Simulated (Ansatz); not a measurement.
## CdO, pressure series

Start from CdO in the rock salt structure (space group Fm-3m, No. 225).

```
CELL_PARAMETERS angstrom
      0.00000     2.38417     2.38417
      2.38417     0.00000     2.38417
      2.38417     2.38417     0.00000
ATOMIC_POSITIONS crystal
  O  0.00000 0.00000 0.00000
  Cd 0.50000 0.50000 0.50000
```

Cell and atoms are relaxed at each pressure.

Computed with PBE (Ansatz, a program for electronic structure, PAW, without spin-orbit coupling), earlier PAW set.

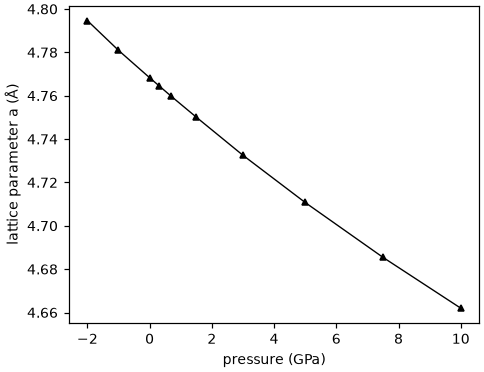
*Lattice parameter a against pressure*

```csv
pressure (GPa),lattice parameter a
-2,9.061 bohr
-1,9.035 bohr
0.3,9.004 bohr
0.7,8.995 bohr
1.5,8.976 bohr
3,8.943 bohr
5,8.902 bohr
7.5,8.854 bohr
10,8.810 bohr
```

A case with no gap was solved on a k-mesh chosen for an insulator, which is coarse for it. Load acts through the strain it causes; cell and atoms are relaxed under it. No phonon test of stability was made. No other phases were tried under pressure. All final runs are without spin polarisation.
